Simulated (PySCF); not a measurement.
Scan of CHN, singlet: collinear H-C-N surface. Scanned: H-C distance and C-N distance.

Method: MP2 on RHF/cc-pVTZ, 2 core orbitals frozen in PySCF.

Energy in mEh above the lowest grid point; x is the H-C distance (Å), y the C-N distance (Å).

```csv
y \ x,0.91,0.96,1.02,1.07,1.12,1.18,1.24,1.32,1.39,1.50,1.60
1.72,217.0,202.3,193.3,191.2,192.6,197.8,205.7,218.9,232.0,253.6,273.2
1.61,170.6,155.7,146.3,143.8,144.9,149.7,157.1,169.8,182.4,203.4,222.5
1.49,123.4,108.5,99.3,96.9,98.1,102.9,110.5,123.4,136.1,157.4,176.8
1.41,91.0,76.4,67.3,65.1,66.4,71.5,79.3,92.5,105.5,127.3,147.1
1.33,60.1,45.6,36.8,34.8,36.4,41.7,49.8,63.3,76.6,98.9,119.2
1.26,37.6,23.3,14.8,12.9,14.7,20.3,28.6,42.4,56.0,78.7,99.5
1.21,26.9,12.7,4.4,2.7,4.6,10.3,18.8,32.8,46.6,69.6,90.6
1.15,23.6,9.7,1.5,0.0,2.1,8.0,16.7,31.0,45.0,68.3,89.6
1.09,36.1,22.4,14.5,13.2,15.4,21.6,30.4,44.9,59.2,82.8,104.4
1.03,72.2,58.7,51.1,49.9,52.4,58.7,67.8,82.5,96.9,120.8,142.7
0.98,127.8,114.6,107.1,106.2,108.8,115.3,124.5,139.4,154.0,178.1,200.2
```

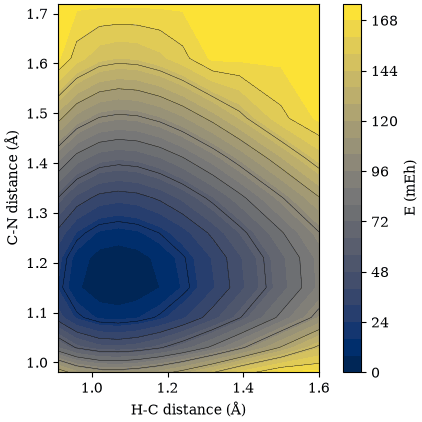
Figure: Energy surface, cut off at 170 mEh.

Points that lie below all their neighbours on the grid: x = 1.07, y = 1.15 (0.0 mEh).
